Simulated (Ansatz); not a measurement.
System: HfIN (layers cut from the bulk crystal).

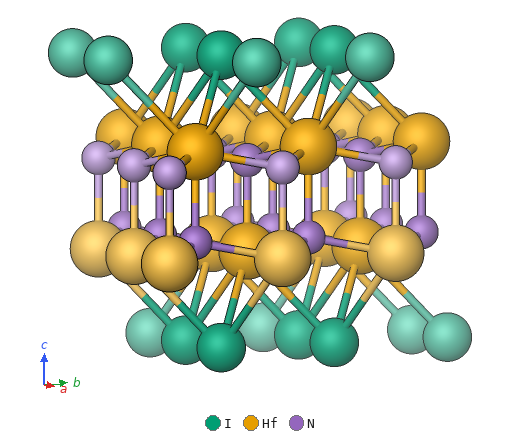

The structure (iodine teal, hafnium orange, nitrogen purple). 2×2×1 cells are drawn. Some periodic images of atoms are drawn too.

The cell holds 6 atoms: 2 I, 2 Hf and 2 N. Its edges and angles: a = 3.641 Å, b = 3.641 Å, c = 36.900 Å, α = 90.0°, β = 90.0°, γ = 120.0°. It derives from HfIN. Vacuum lies along c.

```xyz
6
Lattice="3.6411 0.0000 0.0000 -1.8206 3.1533 0.0000 0.0000 0.0000 36.9000" Properties=species:S:1:pos:R:3
I     1.4944    1.2394   15.0140
Hf   -0.3261    2.2905   17.1854
N     3.3150    0.1883   17.5812
N    -0.3261    2.2905   19.3188
Hf    3.3150    0.1883   19.7146
I     1.4944    1.2394   21.8860
```

The structure was relaxed with PBEsol-D3(BJ). At the settings of the band run the largest force is still 0.11 eV/Å. The runs that relaxed it are not among those shown. Spin-orbit coupling is left out unless a run names it.

Gaps computed with Ansatz 0.2.0 without a self-energy: PBEsol 0.88 eV, PBEsol+SOC 0.47 eV and HSE06 1.74 eV.

Q: Estimate the G0W0@PBEsol gap with 6×6×1 mesh, 504 empty bands, screening to 65 eV, PAW set soft_1 files.

About 2.37 eV: on its mesh the run moves the gap from 0.88 eV by +1.49 eV. Among the scalar-relativistic levels given, HSE06 is nearest (−0.63 eV). Spin-orbit coupling is not in that value; its −0.42 eV at the PBEsol level would bring it to about 1.96 eV. Bands and cutoff are finite, so the gap is not at the basis limit. The miss can reach some tenths of an eV and take either sign; the mesh is an error of its own. The mesh in the plane is coarse for a sheet; gap and any exciton binding can still move on denser ones. The many-body steps are scalar-relativistic: spin-orbit coupling is not in them.

[Paths, hosts, dates, memory and timing lines, banners, echoed tables and standing remarks are left out of the program output.]

[Logs are printed without paths, hosts, clocks, repeated set-up lines and the standing remarks that a program may print on its own settings, such as how far it seeks lower states.]

[Runs of the session that timed out or met a known fault of the program may be left out.]

[Cells called generated may have been cut or substituted from an entry of the Crystallography Open Database or the Materials Project.]

[Hosts, paths, dates, database ids (printed as entryN), source tags and the programs' standing remarks are cut or masked in the printed files.]
